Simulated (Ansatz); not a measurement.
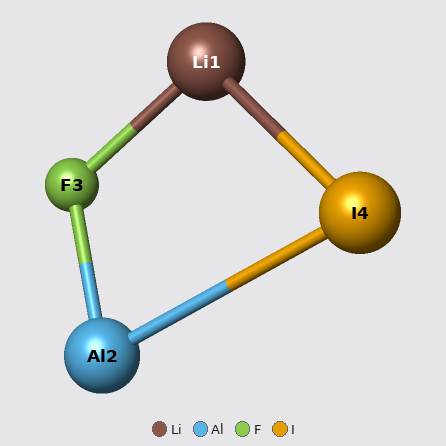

The atoms are numbered. The geometry was computed by an optimisation with PBE0-D4/def2-TZVP. No frequency run is at hand to confirm it as a minimum.

List the bonds and their lengths.

| bond | length (Å) |
| --- | --- |
| Li1–F3 | 1.749 |
| Li1–I4 | 2.526 |
| Al2–F3 | 1.797 |
| Al2–I4 | 2.980 |
